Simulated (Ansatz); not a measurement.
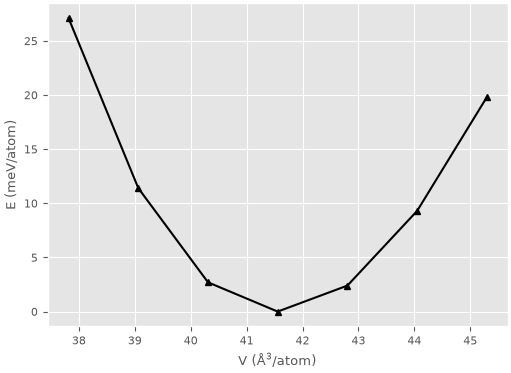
Fig. 1. Ge in space group I4_132 (No. 214; Ge on 8a) under volume change, the program Ansatz at the PBE level (PAW), scaled uniformly.

Task: What does a third-order Birch–Murnaghan fit give for V₀, B₀ and B′?

Result: V₀ = 41.55 Å³/atom, B₀ = 21.9 GPa, B′ = 4.3.

The start of the workflow was typed in or built on a structure type; neither database checked (COD, Materials Project) lists it. It is not the phase usual at ambient conditions (space group No. 227). Symmetry was held in the PBE relaxation; its stability against distortions is not shown here. The volume moved by 52 % from the start of the relaxation.

Potentials: the later of the program's two PAW sets.
